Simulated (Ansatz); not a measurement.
**CS (SMILES [C-]#[S+]) at CAM-B3LYP/cc-pVTZ**

What is the vertical singlet–triplet gap of CS at CAM-B3LYP/cc-pVTZ? 

The calculation is run with Ansatz 0.2.0.

31 further runs of the same task are left out: 31 set aside as unsound or not needed.

### Step 1. The structure to begin with

CS has 2 atoms, charge 0, and is taken as a singlet. SMILES: `[C-]#[S+]`. Geometry: the measured bond length.

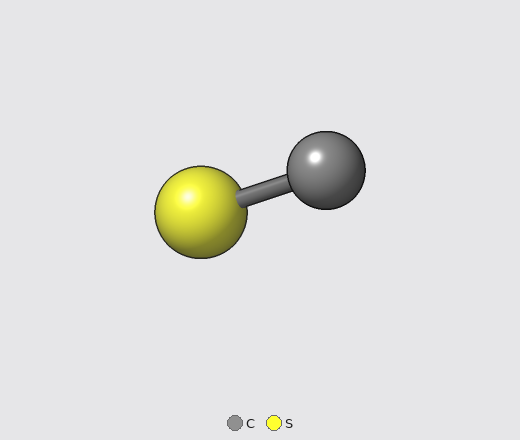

The structure, seen from a chosen angle (carbon grey, sulfur yellow).

### Step 2. A single-point energy at CAM-B3LYP/cc-pVTZ

The input, molecule.yaml:

```yaml
crystal:
  periodic: [false, false, false]
  atoms:
    - {symbol: C, position_ang: [0.000000, 0.000000, 0.000000]}
    - {symbol: S, position_ang: [0.000000, 0.000000, 1.534941]}
basis:
  gaussian: {orbitals: cc-pVTZ}
total_charge: 0
hamiltonian: {xc: {name: CAM-B3LYP}}
accuracy: high
output: {orbitals: {seedname: orbitals}}
```

Command:

```sh
$ ansatz run molecule.yaml --threads 1 --pin off --max-ram 3480MiB --events-out events.jsonl --progress --plain --runs-dir runs
```

What it wrote:

```text
Warning: RAYON_NUM_THREADS=1 ignored (pool sized by the plan → 1); use --threads N
Functional definition: CAM-B3LYP
  name "CAM-B3LYP"
  parameter alpha = 0.19
  parameter beta = 0.46
  parameter omega = 0.33/bohr
  parameter ac = 0.81
  exchange = (1 - alpha - beta)*b88_x + beta*b88_x_sr(omega) + alpha*exact_x + beta*exact_x_lr(omega)
  correlation = (1 - ac)*vwn5_c + ac*lyp_c
891 factors; integrals over basis functions are off by at most 3.5e-9 eV
225 factors; integrals over basis functions are off by at most 1.9e-9 eV
mean field evaluation 1: about -11869.1441 eV, gradient 2.2e1 eV
mean field evaluation 2: about -11867.4754 eV, gradient 3.2e1 eV
mean field evaluation 4: about -11870.3423 eV, gradient 5.0e-1 eV
mean field evaluation 8: about -11870.3445 eV, gradient 4.9e-2 eV
mean field evaluation 16: about -11870.3445 eV, gradient 1.1e-6 eV
mean field -11870.34454827 eV, -436.2271161406 hartree, gradient 5.0e-8 eV, S^2 0.000000; 0 other end points of the search recorded, 0 dependent functions left out
reference -11870.34456023 eV, -436.2271165799 hartree; 11, 11 occupied and 53, 53 virtual orbitals, 891 factors
Total energy: -11870.34456023 eV, -436.2271165799 hartree
```

It took 1.8 s on 1 thread of Arm Neoverse V1, shared host; peak memory 0.12 GiB.

### Step 3. The triplet

The input, input.yaml:

```yaml
basis:
  gaussian:
    orbitals: cc-pVTZ
crystal:
  periodic: [false, false, false]
  atoms:
    - {symbol: C, position_ang: [0.000000, 0.000000, 0.000000]}
    - {symbol: S, position_ang: [0.000000, 0.000000, 1.534941]}
output:
  orbitals: {seedname: orbitals}
magnetization:
  spin_polarized: true
  initial_magnetization: 2
accuracy: high
hamiltonian:
  xc: {name: CAM-B3LYP}
```

Command:

```sh
$ ansatz run input.yaml --threads 1 --pin off --max-ram 3480MiB --events-out events.jsonl --progress --plain --runs-dir runs
```

What it wrote, cut to the lines that bear on the results:

```text
Warning: RAYON_NUM_THREADS=1 ignored (pool sized by the plan → 1); use --threads N
[... 2 set-up lines as earlier in the session ...]
[...]
891 factors; integrals over basis functions are off by at most 3.5e-9 eV
225 factors; integrals over basis functions are off by at most 1.9e-9 eV
[...]
mean field -11867.02680494 eV, -436.1051913219 hartree, gradient 1.5e-8 eV, S^2 2.029389; 1 other end points of the search recorded, 0 dependent functions left out
reference -11867.02681730 eV, -436.1051917761 hartree; 12, 10 occupied and 52, 54 virtual orbitals, 891 factors
Total energy: -11867.02681730 eV, -436.1051917761 hartree
```

Run time: 4.5 s. Hardware: 1 thread of Arm Neoverse V1, shared host; peak memory 0.16 GiB.

### Step 4. Outcome

At CAM-B3LYP/cc-pVTZ:

```
                                        quantity          value
                           singlet: total energy  -436.22712 Eh
                            singlet: HOMO energy      -10.34 eV
                            singlet: LUMO energy       -1.03 eV
                          singlet: HOMO–LUMO gap        9.31 eV
                           triplet: total energy  -436.10519 Eh
     triplet: HOMO energy (highest over α and β)       -6.67 eV
      triplet: LUMO energy (lowest over α and β)       -4.17 eV
                                   triplet: ⟨S²⟩          2.029
vertical energy of the triplet above the singlet       3.318 eV
```

What this shows: At this shape the triplet lies 3.32 eV (77 kcal/mol) above the singlet.
